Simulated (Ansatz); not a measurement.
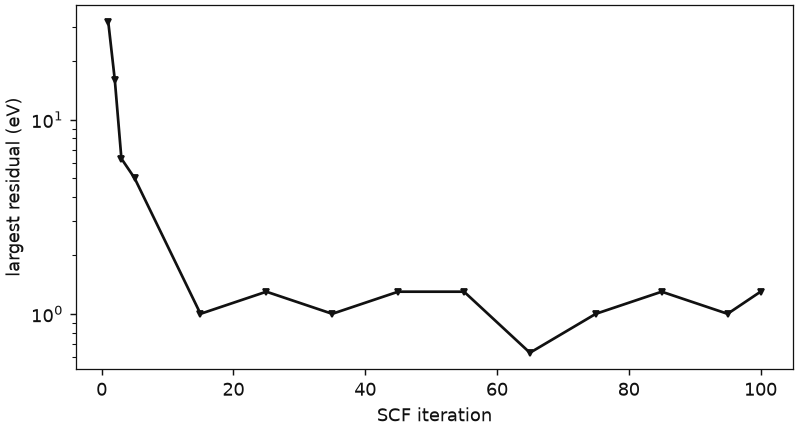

The plot shows the SCF iterations of a calculation: largest residual. Only some iterations were kept.

Zn7O8 (P1, 15 atoms in the cell); DFT, PBE, PAW (an earlier, harder data set), plane waves, scalar-relativistic (Ansatz); cutoff 930 eV, 1×1×1 k-mesh, fixed occupations.
Setting under test: default search for lower states.

### How did this run end?

The run gave up at step 100 without converging. The residual stalls around 1 from about step 15 on.
